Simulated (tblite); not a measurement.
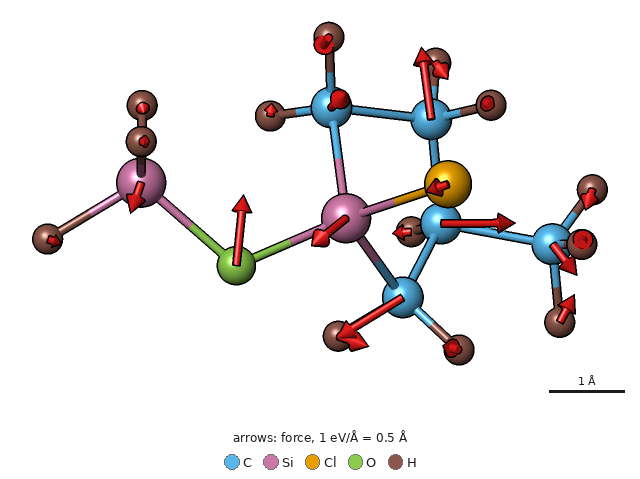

Starting geometry of C₅H₁₃ClOSi₂ with the computed forces as red arrows. Style: ball-and-stick. Shown at a tilt.

Computed with GFN2-xTB geometry optimisation, gas phase (tblite 0.8.0). 

Is this structure relaxed? If not, where do the atoms go?

Answer. It isn't relaxed: the largest force vector, on a C atom, is 2.12 eV/Å. The final displacements have little in common with the starting forces (cosine between the two patterns 0.18). An H atom moves most after the best rigid fit: 1.47 Å. Largest moves by element: H 1.47 Å, O 1.15 Å, Cl 1.11 Å, C 0.84 Å, Si 0.68 Å. Some distances before and after: Si–Si 2.863 → 3.187 Å, O–Si 1.690 → 1.617 Å, Cl–Si 2.067 → 2.020 Å, C–C 1.497 → 1.536 Å. Bond angles that change, for instance: Si–O–Si 115.5° → 158.2°, O–Si–H 113.8° → 103.8°, Si–C–H 105.0° → 114.8°. Groups turn about O–Si by about 120°, O–Si by about 110°, C–C by about 45°. Over 134 geometry steps the energy falls by 27.0 kcal/mol.
